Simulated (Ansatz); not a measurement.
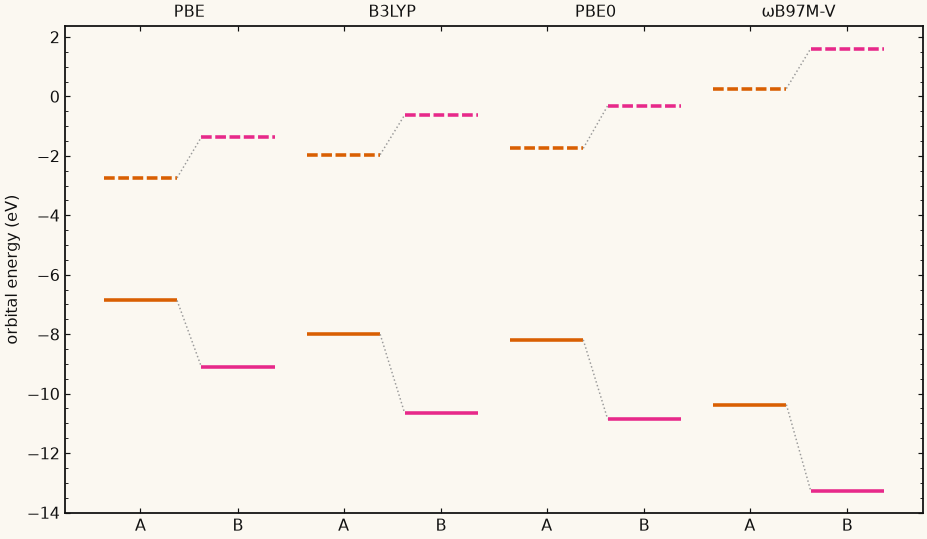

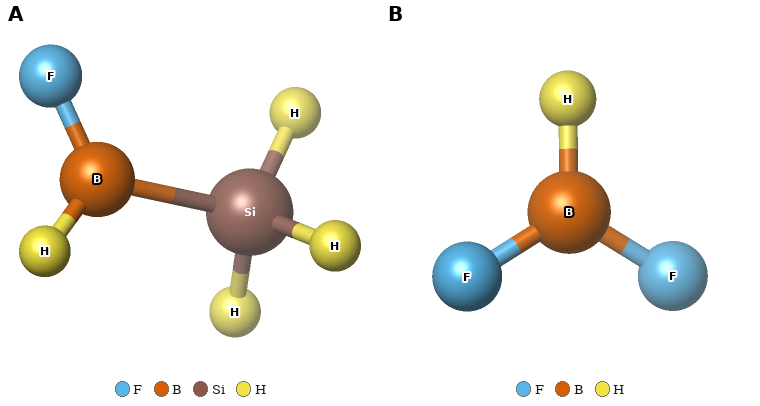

One change: A, BSiH₄F (SMILES FB[SiH3]), becomes B, BHF₂ (SMILES FBF). SiH₃ on B is replaced by F. HOMO (solid) and LUMO (dashed) computed in def2-TZVPP at PBE0-D4/def2-TZVP geometries, both minima by their frequencies, gas phase, the Ansatz code. Empty levels above zero depend strongly on the basis.

Q: What does the change do to HOMO and LUMO?

A: PBE: the HOMO falls by 2.24 eV, the LUMO rises by 1.38 eV, and the separation goes from 4.12 to 7.74 eV. B3LYP: the HOMO falls by 2.64 eV, the LUMO rises by 1.33 eV, and the separation goes from 6.04 to 10.01 eV. PBE0: the HOMO falls by 2.67 eV, the LUMO rises by 1.43 eV, and the separation goes from 6.44 to 10.54 eV. ωB97M-V: the HOMO falls by 2.90 eV, the LUMO rises by 1.35 eV, and the separation goes from 10.63 to 14.88 eV.

Q: Do the functionals agree on the effect?

A: They agree on the direction for both levels; the HOMO shift lies between −2.90 and −2.24 eV and the LUMO shift between 1.33 and 1.43 eV, while the separations themselves differ by up to 7.1 eV between functionals.
